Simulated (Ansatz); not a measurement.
The figure comes from a scan of SnS2 (CdI2 type): volume and axial ratio are varied about the relaxed values (subscript 0). All values below come from PBEsol-D3(BJ) (plane waves to 420 eV, PAW, scalar-relativistic; Ansatz, a program for electronic structure). k mesh 11×11×6 (Γ-centred), Fermi-Dirac smearing 0.05 eV. Energies are smeared free energies. As the atoms are clamped, bonds stretch with the cell, which overstates energies and stresses. SnS2 was relaxed with its symmetry unable to fall. ΔE is measured from the relaxed starting cell.

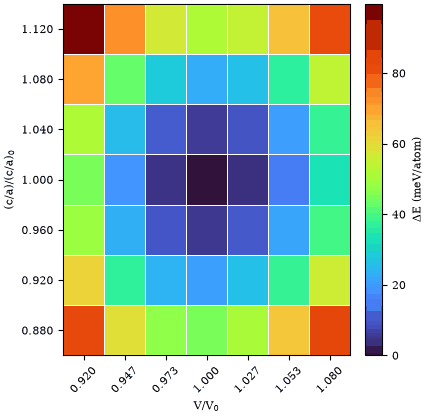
Fig. 1. ΔE (meV/atom), one tile a computed point.

Problem. Turn the plot into a table (rounded to what can be read).

Solution. To the nearest 10:

ΔE (meV/atom), with V/V₀ across and (c/a)/(c/a)₀ down:

```tsv
(c/a)/(c/a)₀ \ V/V₀	0.920	0.947	0.973	1.000	1.027	1.053	1.080
0.880	80	60	50	40	50	60	80
0.920	60	40	20	20	30	40	60
0.960	50	20	10	10	10	20	40
1.000	50	20	0	0	0	20	30
1.040	50	30	10	10	10	20	40
1.080	70	40	30	20	30	40	50
1.120	100	70	60	50	50	70	80
```

(A scan under strain: stresses follow from slopes of the energy per volume, elastic moduli from its curvatures.)
